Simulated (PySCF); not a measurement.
## Two runs on C₄H₉B

System: C₄H₉B, SMILES B1CCCC1.
Method of run A: GIAO PBE0/pcSseg-1 NMR shielding, non-relativistic, gas phase (PySCF 2.14.0).

The geometry comes from this level: PBE0-D3(BJ)/def2-SVP. Text and figures count atoms from 1; the logs count them from 0 in places.

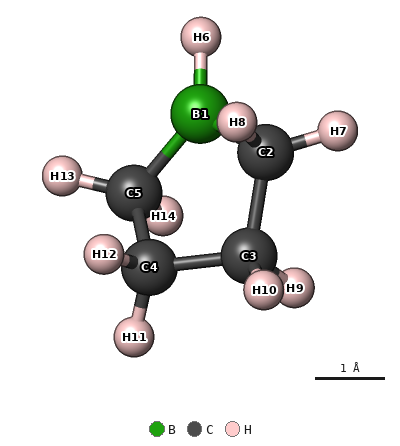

Fig. 1: The structure (ball-and-stick view, seen at a tilt; atoms are numbered from 1 in the order of the input). Bond lengths as drawn: B–C 1.57 Å, B–H 1.21 Å, C–C 1.53 to 1.54 Å and C–H 1.10 to 1.11 Å.

**Input file, run A**
```
{"job": {"kind": "nmr", "xc": "PBE0", "basis": "pcSseg-1", "pop": false}, "charge": 0, "multiplicity": 1}
B     -0.077440     1.493782     0.057501
C     -1.261882     0.523201    -0.281576
C     -0.680247    -0.883504    -0.075800
C      0.812752    -0.750017    -0.393515
C      1.221097     0.621738     0.164406
H     -0.154709     2.692587     0.207169
H     -2.237408     0.712865     0.191607
H     -1.420536     0.712382    -1.367597
H     -0.804874    -1.174596     0.982547
H     -1.175441    -1.664613    -0.674685
H      1.409025    -1.588670     0.000322
H      0.956085    -0.752406    -1.488962
H      2.160342     1.039281    -0.229298
H      1.371684     0.551729     1.265765
```

The first line tells a small driver script what to run in PySCF; the rest is the geometry in Å.

Launched with:
```bash
OMP_NUM_THREADS=1 python <driver script> task.json out
```

Hardware: 1 CPU thread, shared host.

**Output (run A)**
```
coarse grid: 11016 points
cycle   1  E = -182.3533217870  dE =  3.852e-01  |g| = 4.082e-01  |ddm| = 3.101e+00
cycle   2  E = -182.3349637209  dE =  1.836e-02  |g| = 4.975e-01  |ddm| = 7.945e-01
cycle   3  E = -182.3999058356  dE = -6.494e-02  |g| = 3.152e-02  |ddm| = 4.696e-01
cycle   4  E = -182.4001091202  dE = -2.033e-04  |g| = 9.789e-03  |ddm| = 3.689e-02
cycle   5  E = -182.4001267036  dE = -1.758e-05  |g| = 4.925e-03  |ddm| = 1.135e-02
cycle   6  E = -182.4001326240  dE = -5.920e-06  |g| = 1.608e-04  |ddm| = 4.024e-03
final grid: 104392 points
cycle   7  E = -182.4288118380  dE = -2.635e-05  |g| = 7.409e-03  |ddm| = 2.447e-02
cycle   8  E = -182.4288033364  dE =  8.502e-06  |g| = 9.486e-03  |ddm| = 1.448e-02
cycle   9  E = -182.4288264529  dE = -2.312e-05  |g| = 2.583e-04  |ddm| = 8.069e-03
cycle  10  E = -182.4288264667  dE = -1.385e-08  |g| = 9.409e-05  |ddm| = 3.220e-04
cycle  11  E = -182.4288264686  dE = -1.879e-09  |g| = 3.642e-05  |ddm| = 1.011e-04
cycle  12  E = -182.4288264689  dE = -3.175e-10  |g| = 1.646e-06  |ddm| = 3.291e-05
converged SCF energy = -182.4288264689

GIAO shielding tensors (ppm)
atom      isotropic    diamagn.    paramagn.     s11        s22        s33       span
  0 B        8.320     189.858    -181.538    -66.117    -21.964    113.040    179.157
  1 C      149.430     251.644    -102.214    132.643    148.581    167.068     34.425
  2 C      155.211     247.275     -92.064    132.490    160.511    172.633     40.143
  3 C      155.172     247.285     -92.113    132.340    160.532    172.645     40.305
  4 C      149.572     251.777    -102.205    132.878    148.667    167.173     34.295
  5 H       23.327      28.442      -5.116     18.794     24.841     26.344      7.550
  6 H       29.205      29.470      -0.265     24.794     27.729     35.092     10.298
  7 H       30.726      29.553       1.173     25.356     29.020     37.801     12.444
  8 H       30.005      30.924      -0.919     25.204     28.446     36.364     11.160
  9 H       29.252      30.064      -0.812     24.497     27.423     35.835     11.338
 10 H       29.250      30.083      -0.833     24.496     27.423     35.832     11.337
 11 H       30.002      30.743      -0.742     25.203     28.441     36.361     11.157
 12 H       29.206      29.398      -0.192     24.797     27.719     35.101     10.304
 13 H       30.718      29.786       0.932     25.346     29.009     37.800     12.454
```

For run B the input was changed thus:
```diff
-"xc": "PBE0"
+"xc": "LC-wPBE"
```

How does run B compare with run A?

The total energies belong to different methods, so their difference says nothing on which is more stable or more accurate. The HOMO goes from −8.36 to −11.18 eV. The LUMO goes from −0.67 to 1.68 eV. The dipole moment goes from 0.35 to 0.31 D. Of all shieldings, the largest change is that of C2, C3, C4 and C5, by +6.2 ppm. The functional changes from PBE0 to LC-wPBE. The SCF takes 10 iterations against 12.

**Output (run B)**
```
coarse grid: 11016 points
cycle   1  E = -182.4882618809  dE =  7.550e-01  |g| = 2.541e-01  |ddm| = 3.040e+00
cycle   2  E = -182.5070365986  dE = -1.877e-02  |g| = 1.254e-01  |ddm| = 3.363e-01
cycle   3  E = -182.5108296494  dE = -3.793e-03  |g| = 4.046e-02  |ddm| = 1.261e-01
cycle   4  E = -182.5113240916  dE = -4.944e-04  |g| = 3.860e-03  |ddm| = 4.873e-02
cycle   5  E = -182.5113307807  dE = -6.689e-06  |g| = 1.631e-03  |ddm| = 8.342e-03
final grid: 104392 points
cycle   6  E = -182.5458714749  dE = -4.123e-05  |g| = 4.711e-03  |ddm| = 2.386e-02
cycle   7  E = -182.5458740266  dE = -2.552e-06  |g| = 3.661e-03  |ddm| = 6.476e-03
cycle   8  E = -182.5458772617  dE = -3.235e-06  |g| = 1.709e-04  |ddm| = 2.636e-03
cycle   9  E = -182.5458772779  dE = -1.623e-08  |g| = 4.588e-05  |ddm| = 3.786e-04
cycle  10  E = -182.5458772789  dE = -9.784e-10  |g| = 1.592e-05  |ddm| = 9.357e-05
converged SCF energy = -182.5458772789

GIAO shielding tensors (ppm)
atom      isotropic    diamagn.    paramagn.     s11        s22        s33       span
  0 B        5.369     189.399    -184.030    -72.413    -28.218    116.737    189.150
  1 C      155.644     251.780     -96.136    138.812    155.457    172.663     33.851
  2 C      161.403     246.847     -85.445    138.820    166.743    178.645     39.825
  3 C      161.365     246.855     -85.490    138.674    166.764    178.655     39.981
  4 C      155.779     251.932     -96.153    139.029    155.545    172.762     33.733
  5 H       23.351      28.309      -4.958     18.762     25.051     26.239      7.476
  6 H       29.389      29.583      -0.194     24.755     27.790     35.622     10.867
  7 H       30.819      29.687       1.132     25.249     29.152     38.055     12.806
  8 H       30.078      30.974      -0.896     25.199     28.422     36.613     11.415
  9 H       29.405      30.151      -0.745     24.491     27.428     36.297     11.806
 10 H       29.404      30.161      -0.757     24.490     27.429     36.294     11.804
 11 H       30.075      30.809      -0.735     25.197     28.417     36.610     11.412
 12 H       29.390      29.514      -0.125     24.758     27.780     35.631     10.874
 13 H       30.811      29.915       0.896     25.238     29.141     38.054     12.816
```

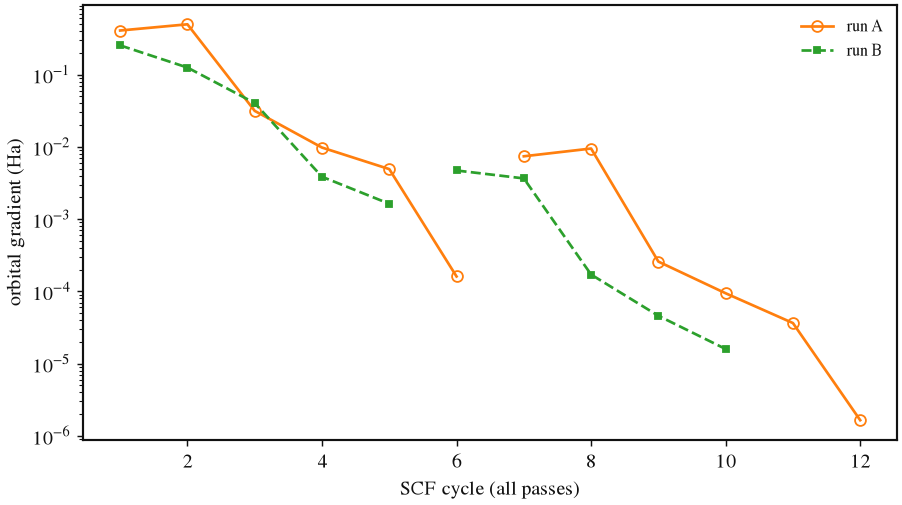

Fig. 2: Convergence of the two runs: orbital gradient against the SCF cycle. A break in a curve parts two SCF passes (coarse and final grid). Run A takes 12 cycles in all, and run B takes 10.

**The two runs side by side**

| quantity | run A | run B |
| --- | --- | --- |
| outcome | converged | converged |
| total energy (hartree) | −182.428826 | −182.545877 |
| HOMO (eV) | −8.36 | −11.18 |
| LUMO (eV) | −0.67 | 1.68 |
| dipole moment (D) | 0.35 | 0.31 |
| shielding of B1 (ppm) | 8.3 | 5.4 |
| shielding of C2 (ppm) | 149.4 | 155.6 |
| shielding of C3 (ppm) | 155.2 | 161.4 |
| shielding of C4 (ppm) | 155.2 | 161.4 |
| shielding of C5 (ppm) | 149.6 | 155.8 |
| shielding of H7 (ppm) | 29.2 | 29.4 |
| shielding of H13 (ppm) | 29.2 | 29.4 |
| SCF iterations | 12 | 10 |
| basis functions | 130 | 130 |
| wall time (shared host) | 8.8 s | 14 s |
